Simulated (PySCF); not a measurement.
Bond stretch in HBr, singlet.

Computed with: NEVPT2 = SC-NEVPT2 on CASSCF(8,5)/def2-TZVP, all electrons correlated (PySCF 2.14.0); RKS-PBE = restricted PBE/def2-TZVP (PySCF 2.14.0); CASSCF(8,5)/def2-TZVP (PySCF); RHF/6-31G* = PySCF 2.14.0 with restricted Hartree-Fock/6-31G*, spherical d.

Energies are in kcal/mol, each relative to the lowest point of its own curve near equilibrium.

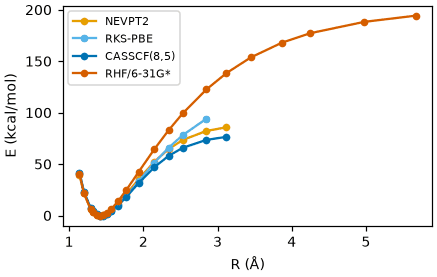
Figure. Energy against bond length for each method.

| R / Å | NEVPT2 | RKS-PBE | CASSCF(8,5) | RHF/6-31G* |
|---|---|---|---|---|
| 1.14 | 39.3 | 41.1 | 41.4 | 40.4 |
| 1.20 | 21.5 | 23.0 | 23.2 | 21.9 |
| 1.29 | 6.3 | 7.3 | 7.3 | 6.2 |
| 1.32 | 3.6 | 4.3 | 4.3 | 3.3 |
| 1.37 | 0.8 | 1.2 | 1.2 | 0.6 |
| 1.42 | 0.0 | 0.0 | 0.0 | 0.0 |
| 1.45 | 0.2 | 0.0 | 0.0 | 0.4 |
| 1.51 | 2.0 | 1.4 | 1.4 | 2.7 |
| 1.57 | 5.1 | 4.2 | 4.1 | 6.4 |
| 1.66 | 11.4 | 10.0 | 9.7 | 13.9 |
| 1.77 | 20.6 | 18.8 | 18.1 | 24.7 |
| 1.94 | 35.6 | 33.6 | 31.8 | 42.7 |
| 2.15 | 52.4 | 51.5 | 47.1 | 64.6 |
| 2.34 | 64.5 | 65.8 | 57.9 | 82.8 |
| 2.53 | 73.4 | 78.1 | 65.8 | 99.2 |
| 2.85 | 82.3 | 94.1 | 73.5 | 122.6 |
| 3.12 | 85.8 | — | 76.5 | 138.4 |
| 3.45 | — | — | — | 153.8 |
| 3.87 | — | — | — | 168.1 |
| 4.25 | — | — | — | 177.2 |
| 4.98 | — | — | — | 188.3 |
| 5.67 | — | — | — | 194.3 |

A dash means that the run gave no value there, or that the column was ended at a point which the program doubted or which failed a test of continuity chosen for this set; such a test can also cut sound points.

The restricted form behind RKS-PBE, RHF/6-31G* keeps the bonding electrons paired and can't separate into open-shell fragments.
